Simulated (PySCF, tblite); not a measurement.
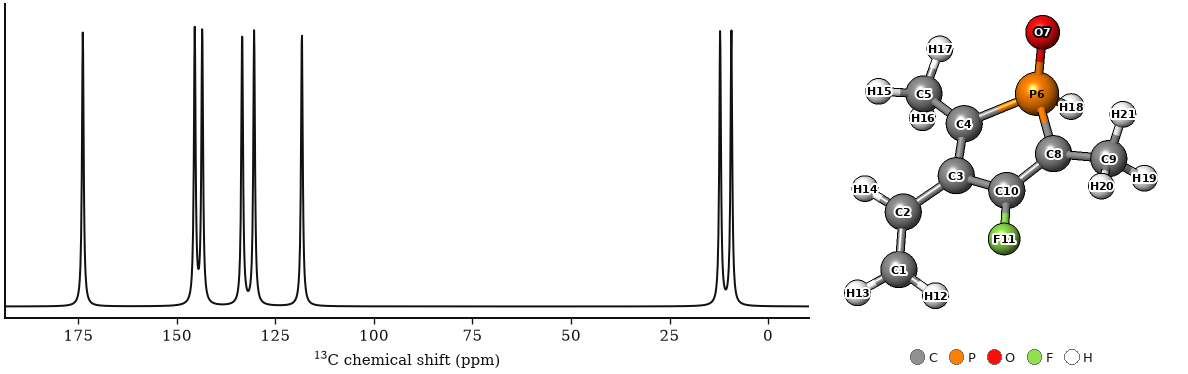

Spectrum and numbered structure of C₈H₁₀FOP, SMILES C=CC1=C(C)[P@@H](=O)C(C)=C1F. GIAO shifts, PBE0/pcSseg-1, PySCF 2.14.0, at a GFN2-xTB geometry (a minimum by its frequencies), against TMS for ¹³C computed at the same level. Gas phase, fully decoupled, line heights follow the number of nuclei, widths are arbitrary (no quadrupolar broadening); values of one conformer, averaged over methyl-type rotors and exact or near symmetry; other conformers aren't averaged in.

### Which atoms give which ¹³C line?

| δ (ppm) | nuclei | atoms |
| --- | --- | --- |
| 173.9 | 1 | C10 |
| 145.5 | 1 | C3 |
| 143.6 | 1 | C4 |
| 133.4 | 1 | C2 |
| 130.4 | 1 | C1 |
| 118.3 | 1 | C8 |
| 12.2 | 1 | C5 |
| 9.3 | 1 | C9 |

The order of signals that lie close, as those under 2 ppm apart, is within the error of the method.

Note: the tight-binding geometry is rougher than a DFT one and adds to the error.
